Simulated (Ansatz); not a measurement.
The reference is SnTe in the rock salt structure (space group Fm-3m, No. 225; a = 6.4093 Å).

Perturbation: every lattice vector is stretched by 1.50 %; the atoms relax in the strained cell.

All numbers come from PBE (Ansatz, a quantum-chemistry and plane-wave program, PAW, without spin-orbit coupling).

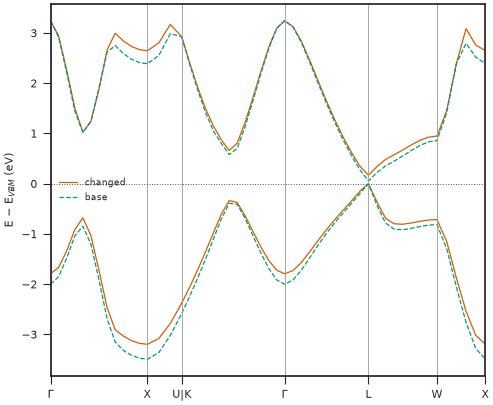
Highest valence and lowest conduction band along the path, each from its own valence-band maximum

Q: Read the changed gap and its character from the plot.

A: About 0.2 eV, direct at L.

With Te present, leaving out spin-orbit coupling can change the band edges. Whether these cells are dynamically stable was not tested.
